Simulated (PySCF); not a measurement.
System: C₄H₇OP₂Si (charge −1).

Input file:

```
{"job": {"kind": "uv", "xc": "CAM-B3LYP", "basis": "def2-SVPD", "nstates": 8, "ntriplets": 3}, "charge": -1, "multiplicity": 1}
C      3.395217     0.302358     0.245819
O      2.270621     1.121205     0.279590
C      1.073500     0.454904     0.116886
P     -0.372053     1.418359     0.149677
C     -1.429013     0.022160    -0.098529
Si    -3.274095     0.222517    -0.189022
C     -0.803817    -1.194936    -0.216597
P      0.933598    -1.269200    -0.115736
H      3.354544    -0.456209     1.040701
H      4.267166     0.945066     0.385728
H      3.467828    -0.228193    -0.714479
H     -3.878069     0.778971     1.035517
H     -3.730225     1.091080    -1.289612
H     -3.919694    -1.086775    -0.405505
H     -1.359921    -2.113318    -0.370717
```

Command:

```sh
OMP_NUM_THREADS=1 python probes_run.py task.json out
```

Geometry: GFN2-xTB.

Computed with PySCF, CAM-B3LYP/def2-SVPD, SCF density, gas phase.

### What can the converged electron density and electron localisation function tell about the bonding?

C–C (1.37 Å): ρ is about 2.1 e/Å³ halfway; the ELF peaks at about 0.95 between the atoms; a covalent bond.
C–O (1.38 Å): ρ at the midpoint is about 2.2 e/Å³, with its minimum of 1.8 e/Å³ about 0.5 Å from C; the ELF peaks at about 0.90 between the atoms: a polar covalent bond.
C–P (1.74 Å): ρ at the midpoint is about 1.3 e/Å³; the ELF peaks at about 0.95 between the atoms, as expected for localised, covalent bonding.
C–Si (1.86 Å): ρ at the midpoint is about 0.98 e/Å³; the ELF peaks at about 0.95 between the atoms: a shared electron pair.

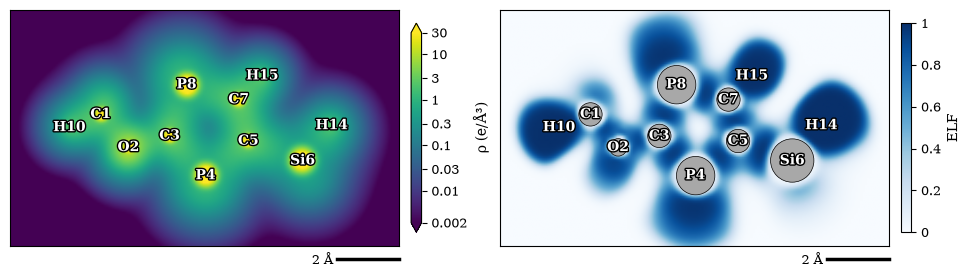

Computed electron density and electron localisation function on the plane of atoms P4, C3 and P8, in this order. Grey discs cover the atomic cores in the ELF map. 
